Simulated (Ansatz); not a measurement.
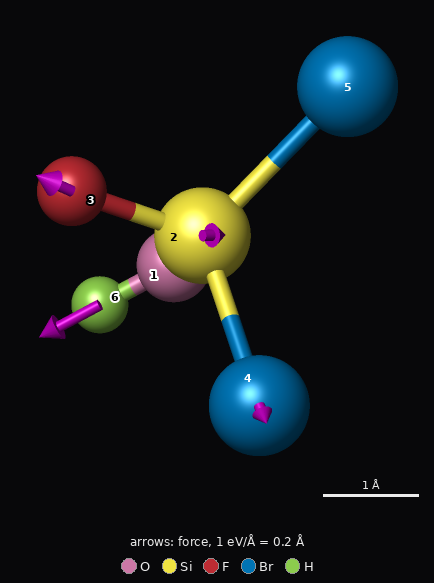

Starting geometry of SiHOBr$_{2}$F (coarse preliminary run) with the computed forces as purple arrows. A ball-and-stick model, seen from a free direction.

The start comes from a force field.

Theory: RKS PBE-D4/def2-SVP (Ansatz 0.2.0).

Input
```yaml
crystal:
  periodic: [false, false, false]
  atoms:
    - {symbol: O, position_ang: [-0.575700, 0.225400, 1.189000]}
    - {symbol: Si, position_ang: [0.155400, 0.054100, -0.264800]}
    - {symbol: F, position_ang: [1.470900, -0.750200, 0.031800]}
    - {symbol: Br, position_ang: [-1.057300, -1.120200, -1.597400]}
    - {symbol: Br, position_ang: [0.621500, 2.005700, -1.172100]}
    - {symbol: H, position_ang: [-0.572700, -0.478900, 1.767400]}
basis:
  gaussian: {orbitals: def2-SVP}
hamiltonian: {xc: pbe, dispersion: d4}
relax: {f_tol: 0.03, max_steps: 200}
```

Command:
```bash
ansatz run in.yaml --threads 4 --pin off --events-out ev --progress --plain --max-ram 10444MiB
```

Is this structure relaxed? If not, where do the atoms go?

It isn't relaxed: the largest force vector, on O1, is 3.99 eV/Å. The final displacements have little in common with the starting forces (cosine between the two patterns 0.07). H6 moves most after the best rigid fit: 0.27 Å. By element the largest moves are H 0.27 Å, F 0.20 Å, O 0.16 Å, Br 0.11 Å, Si 0.06 Å. Near-neighbour distances that change, for instance: Si2–Br4 2.151 → 2.219 Å, O1–H6 0.911 → 0.975 Å, Si2–F3 1.570 → 1.627 Å, O1–Si2 1.636 → 1.651 Å. Among the angles between lasting bonds that change: O1–Si2–F3 105.1° → 110.7°, O1–Si2–Br5 111.6° → 107.4°, Si2–O1–H6 118.8° → 115.5°. Groups turn about O1–Si2 by about 30°. The energy falls by 25.6 kJ/mol in 12 accepted moves (13 points after the start). Largest force component: 3.4 eV/Å at the start, 0.018 eV/Å at the end. The line search rejected the trial step at point 12 of the run. The run took 16 s on 4 threads of Arm Neoverse V2, with other jobs on the host.
